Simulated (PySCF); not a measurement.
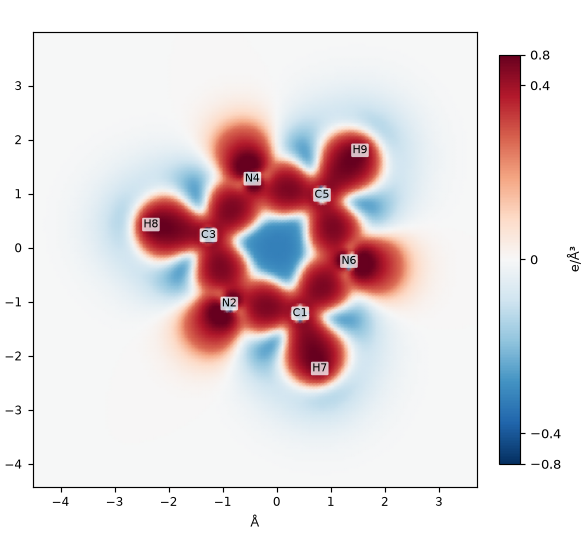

*C₃H₃N₃, SMILES `c1ncncn1`. Deformation density (molecule less spherical, spin-averaged free atoms) in the molecular plane; colour scale in e/Å³, logarithmic beyond ±0.1; red: gain, blue: loss.*

Method: BP86/def2-SVP; geometry: GFN2-xTB; program: PySCF. No frequency check shows the geometry to be a minimum.

Input

```python
import numpy as np
from pyscf import gto, scf, dft
from pyscf.scf import atom_ks, atom_hf
from scipy.linalg import block_diag

def solve(mol, dm0=None, hcore=None):
    mf = (dft.UKS if mol.spin else dft.RKS)(mol, xc='bp86')
    mf.grids.level = 3
    mf = mf.density_fit(auxbasis='def2-universal-jkfit')
    mf.conv_tol, mf.max_cycle = 1e-8, 80
    if hcore is not None:
        mf.get_hcore = lambda *args: hcore
    mf.kernel(dm0)
    if not mf.converged:
        mf = mf.newton().run(mf.mo_coeff, mf.mo_occ, max_cycle=30)
    assert mf.converged, 'SCF not converged'
    return mf

mol = gto.M(atom='''
C      0.43542     1.21013     0.00000
N      1.33428     0.24033     0.00000
C      0.83029    -0.98215     0.00000
N     -0.45900    -1.27569     0.00000
C     -1.26571    -0.22798     0.00000
N     -0.87527     1.03535     0.00000
H      0.80207     2.22918     0.00000
H      1.52950    -1.80920     0.00000
H     -2.33156    -0.41998     0.00000
''', basis='def2-svp', charge=0, spin=0, verbose=4)
mf = solve(mol)
mf.analyze()
# spherically averaged free atoms, for the promolecule
atm = atom_ks.get_atm_nrks(mol, xc='bp86')
pro = block_diag(*[(atm[a[0]][2] * atm[a[0]][3]) @ atm[a[0]][2].T for a in mol._atom])
np.savez('result.npz', e=mf.e_tot, c=mf.mo_coeff, occ=mf.mo_occ, eps=mf.mo_energy, pro=pro, dip=mf.dip_moment(verbose=0), s2=mf.spin_square()[0])
```

Run with:

```sh
OMP_NUM_THREADS=1 python input.py
```

The run took 11 s on 1 thread of Arm Neoverse V1, on a shared host, peak memory 0.4 GiB.

Partitions, critical points and surface values were worked out afterwards from this run's density.

Q: How much density has each bond in this plane gained at its critical point, relative to the free atoms?

A: C1–H7, C3–H8 and C5–H9: +0.76 e/Å³ at the bond critical point (bond length 1.08 Å, Mayer order 1.0). C3–N4, C1–N6, C5–N6, C1–N2 and 2 more like them: +0.55 e/Å³ at the bond critical point (bond length 1.32 Å, Mayer order 1.5). In all, 2.2 electrons gather in the regions of gain relative to the promolecule.

Q: Where do the Hirshfeld charges lie?

A: The highest Hirshfeld charge is on C1, C3 and C5 (+0.10 e), the lowest on N2, N4 and N6 (−0.15 e).
